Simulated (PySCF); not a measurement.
**C3H6O4Si (SMILES COC(=O)C(=O)O[SiH3]): density, localisation and related maps**

```xyz
14

C    -3.0562   -0.4188   -0.2585
O    -1.6877   -0.4189   -0.6377
C    -0.8312    0.0027    0.2750
O    -1.1146    0.3764    1.3792
C     0.6071   -0.0505   -0.2706
O     0.8892   -0.4517   -1.3680
O     1.4770    0.3949    0.6142
Si    3.1581    0.4399    0.2251
H    -3.3858    0.5998   -0.0070
H    -3.6105   -0.7985   -1.1232
H    -3.2141   -1.0678    0.6152
H     3.3580    1.3012   -0.9685
H     3.6395   -0.9471   -0.0016
H     3.7629    1.0381    1.4406
```

Geometry: PBE0-D3(BJ)/ma-def2-SVP.

Level of theory: DFT single point, gas phase, functional M06-2X (PySCF).

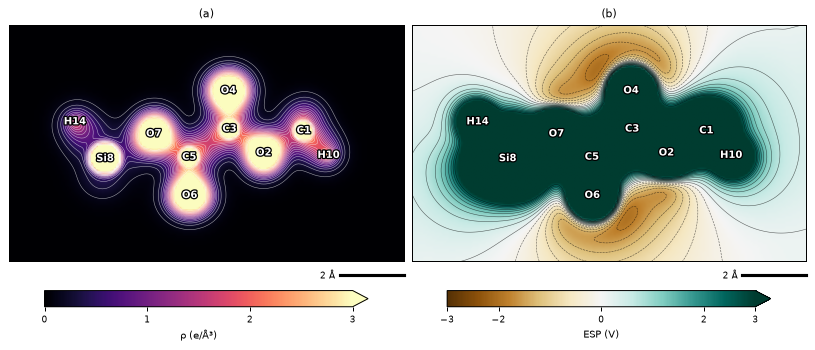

Figure 1. (a) total electron density; (b) molecular electrostatic potential on the plane of atoms O4, C3 and C5.

### What do the fields say about this system?

- The plane passes through C, O, Si and H nuclei.
- C–O (1.20 Å): ρ is about 3.4 e/Å³ halfway.
- C–C (1.54 Å): the density is about 1.7 e/Å³ at the midpoint.
- Si–O (1.73 Å): ρ is about 0.94 e/Å³ halfway.
- C–H (1.10 Å): ρ at the midpoint is about 2 e/Å³.
- C–O (1.32 Å): ρ at the midpoint is about 2.6 e/Å³.
- Outside the dense part of the molecule the potential is most negative (−2.0 V) near O4.

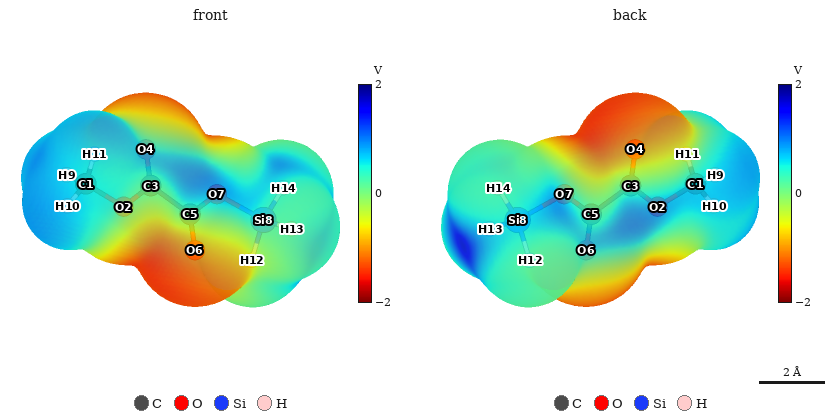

Figure 2. The molecular electrostatic potential painted on the density surface at 0.001 e/bohr³, seen from the front and from behind; the colour scale runs from red (negative) to blue (positive).

### Which sites attract a positive test charge, and which a negative one?

A positive charge is drawn to the negative regions and a negative charge to the positive ones. The most negative region (about −1.5 V) lies over O2, O4, O6 and O7, the most positive (about +1.5 V) over Si8.

### What dipole moment does the calculation give?

Its dipole moment is 0.19 D.
